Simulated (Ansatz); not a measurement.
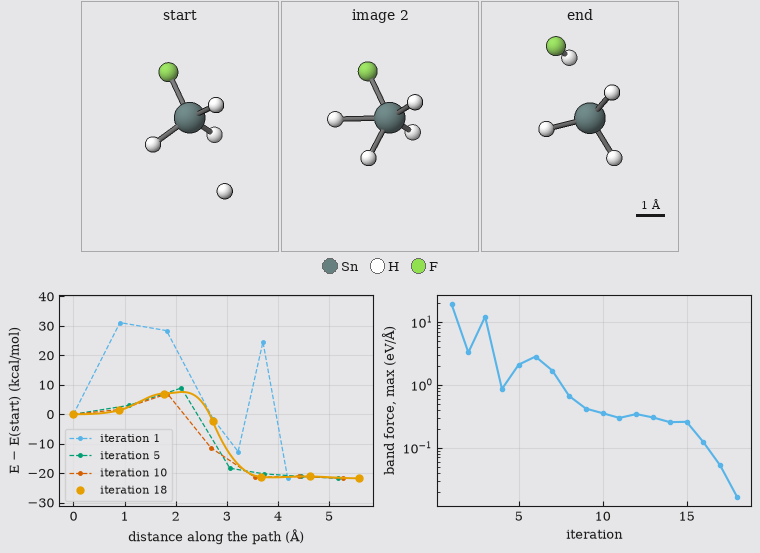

NEB run on SnH4F (multiplicity 2), made up at the start of SnH3F and H. Images are numbered from 0 (start) to 6 (end). The plot follows the band through its iterations. The picture is a ball-and-stick view, seen from a free direction.

Method: UKS PBE/def2-SVP in Ansatz 0.2.0. Run with 5 movable images; climbing image; force threshold 0.05 eV/Å; iteration limit 60; spring constant 0.5 eV/Å²; starting path through a guess of the saddle point.

### Did the band converge, and can the barrier be trusted?

The run is converged, with reservations. The band converged in 18 iterations. The largest component of the band force went from 19 to 0.017 eV/Å. The climbing image converged on the top of the path. Its curvatures weren't checked. The first iteration put the highest image at 31.1 kcal/mol. Forward barrier 7.0 kcal/mol, backward barrier 28.8 kcal/mol, with image 2 at the top; the reaction energy is −21.7 kcal/mol.

Limits of the set-up: the start holds two separate molecules, 3.2 Å apart at their closest, whose relative position is a soft coordinate and is computed without a dispersion correction.

The run took 3.1 min on 1 thread of Arm Neoverse V1, with other jobs on the host, peak memory 0.12 GiB.
